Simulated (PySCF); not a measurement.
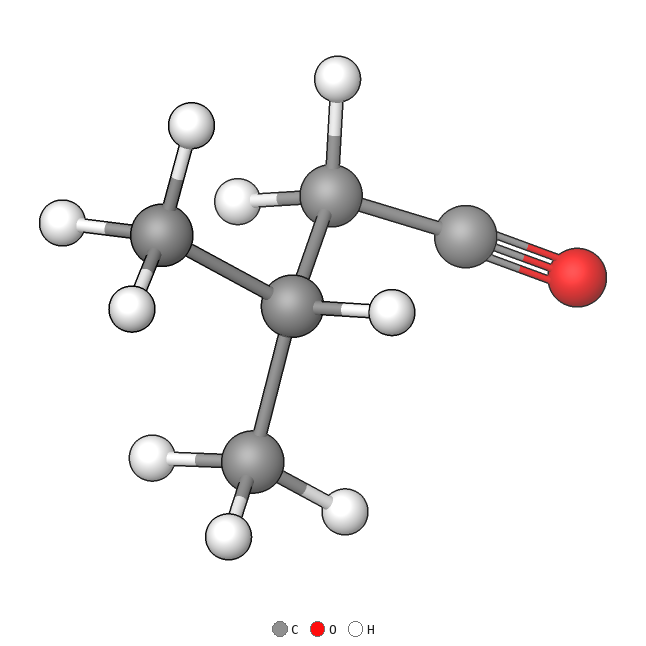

Ball-and-stick drawing of a structure. Double and triple bonds are drawn as two and three sticks.

The species has charge +1 and is a spin singlet. The geometry was computed by an optimisation with GFN2-xTB. No frequency run is at hand to confirm it as a minimum.

Give the formula.

C₅H₉O⁺, 15 atoms: 5 carbon, 9 hydrogen and 1 oxygen.

Give the symmetry (Schoenflies symbol).

C1.

Does it have rings?

It has no ring.

How many bonds of each kind are drawn?

9 C–H, 4 C–C, 1 C–O.

The parts below concern this one geometry. Atoms keep their numbers from picture to picture.

### Geometry

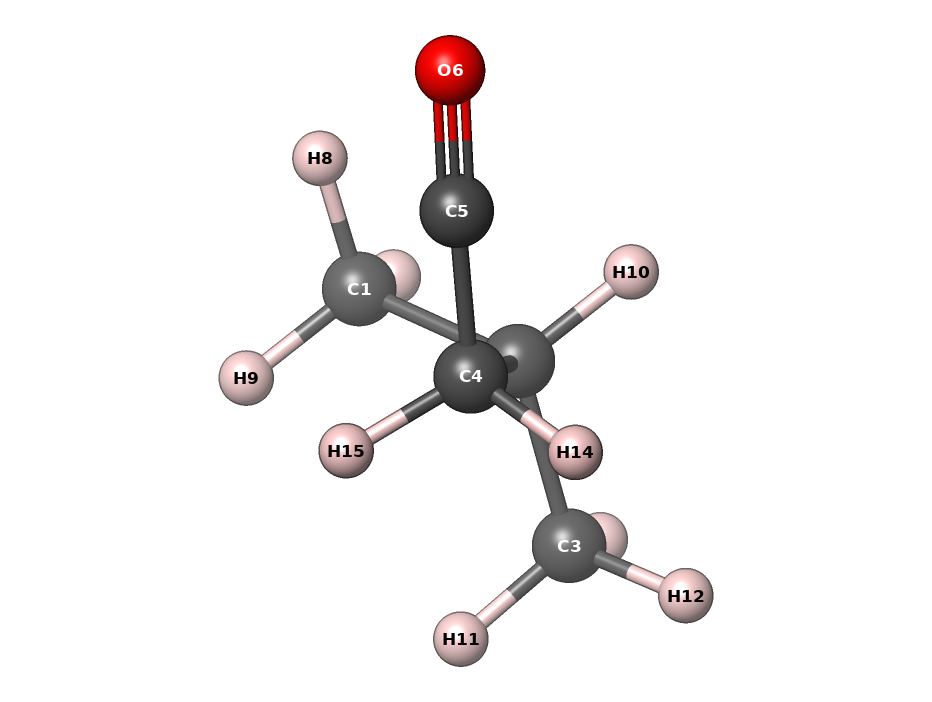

C2 lies behind C4. The molecule seen a little off the C4–C2 bond, C4 in front. Distant atoms are faded towards the background colour. No frequency run is at hand to confirm it as a minimum.

What is the torsion angle C5–C4–C2–C1? The sign is positive where the front bond must turn clockwise to cover the back bond.

−70°, synclinal (gauche). The bonds about C4–C2 are staggered.

### Quadrupole coupling

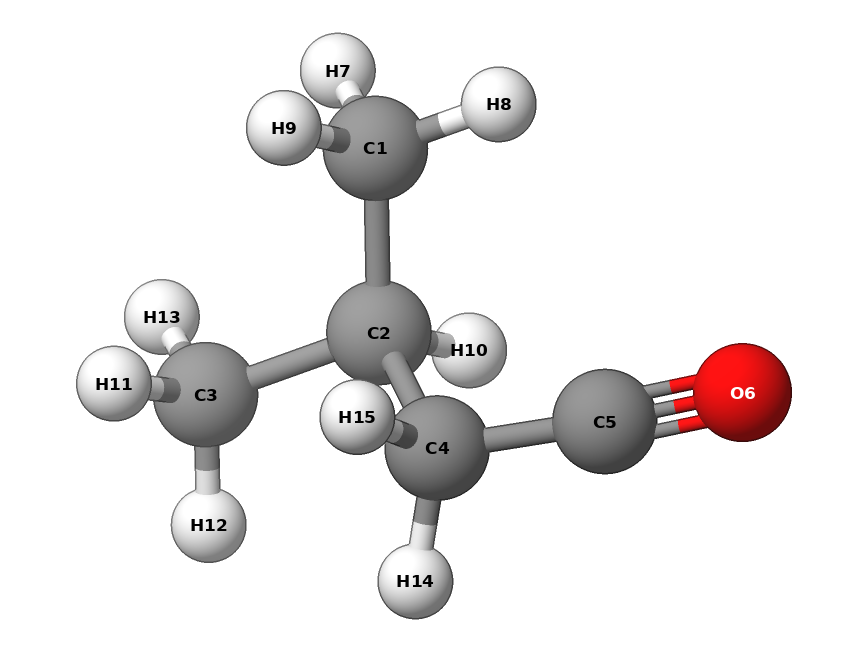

No frequency run is at hand to confirm it as a minimum. Electric field gradients from the ground-state density, PBE0/pcSseg-1 (PySCF 2.14.0), non-relativistic apart from any core potentials.

Give the largest field-gradient component, the quadrupole coupling constant and the asymmetry for 17O at O6 (Q = −25.6 mb).

| atom | V_zz (a.u.) | e²qQ/h (MHz) | η |
| --- | --- | --- | --- |
| O6 | −0.335 | 2.01 | 0.39 |

### Charges

The questions are on ESP-fitted charges. No frequency run is at hand to confirm it as a minimum. Level of theory: PBE0/pcSseg-1, gas phase (PySCF 2.14.0).

Which atom carries the highest charge (most positive or least negative)?

C5 (0.75 e).

And the lowest?

C4 (−0.68 e).

List the ESP-fitted charges.

```
atom  value (e)
  C1      −0.59
  C2       0.39
  C3      −0.55
  C4      −0.68
  C5       0.75
  O6      −0.09
  H7       0.21
  H8       0.16
  H9       0.19
 H10       0.06
 H11       0.19
 H12       0.17
 H13       0.20
 H14       0.30
 H15       0.31
```

### NMR shielding

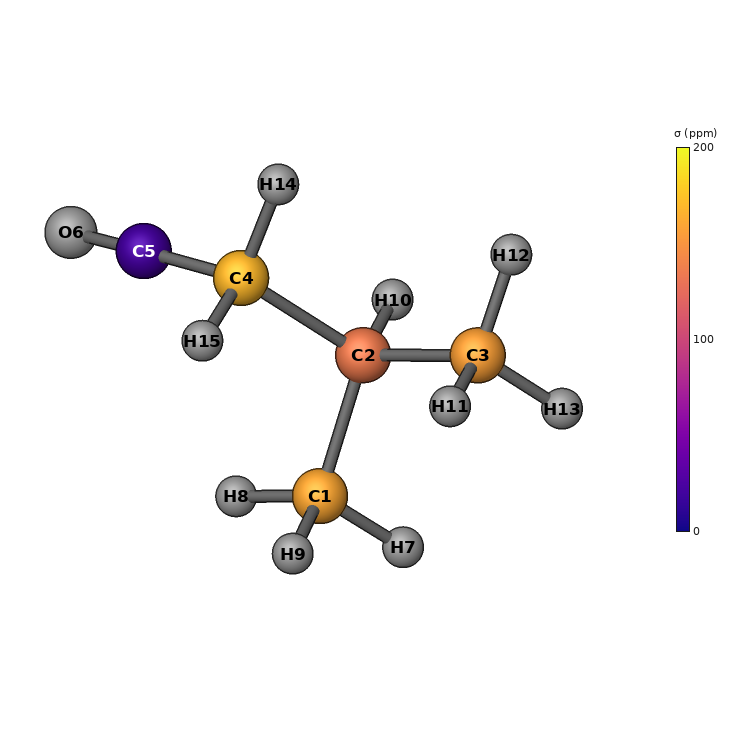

Atoms are coloured by their isotropic NMR shieldings (C only, the others grey). No frequency run is at hand to confirm it as a minimum. Properties computed with GIAO PBE0/pcSseg-1 NMR shielding, non-relativistic, gas phase (PySCF 2.14.0).

Which C atom is the most shielded (lowest chemical shift)?

C4 (169.2 ppm).

Which C atom is the least shielded (highest chemical shift)?

C5 (21.9 ppm).

How wide is the range of C shifts?

147.3 ppm.

List the isotropic NMR shieldings of the C atoms.

| atom | σ (ppm) |
| --- | --- |
| C1 | 160.9 |
| C2 | 135.4 |
| C3 | 156.7 |
| C4 | 169.2 |
| C5 | 21.9 |
